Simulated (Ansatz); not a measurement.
The starting structures come from a database of crystals and need not be the phases stable at ambient conditions.

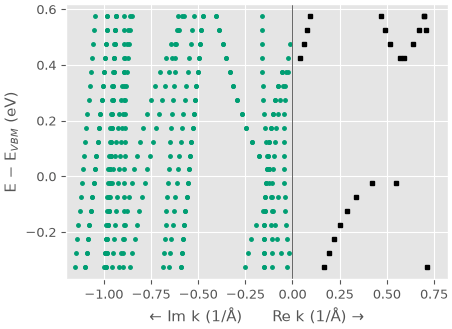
Figure. Complex bands at the centre of the two-dimensional zone; PBEsol (Ansatz, a program for electronic structure)

The gap is the functional's own. No spin-orbit coupling. Mid-gap values are interpolated on the energy grid.

### Question
This is K₂Ga₃ (I4/mmm, not sure to be the ambient phase, 10 atoms a cell, 27.3 Å³ an atom) along the normal of (110). Read off the slowest decay at the centre of the two-dimensional zone at 0.12 eV, the computed energy nearest the middle of the gap.

### Answer
κ ≈ 0.05 1/Å, a decay length 1/(2κ) of the density of 11 Å.
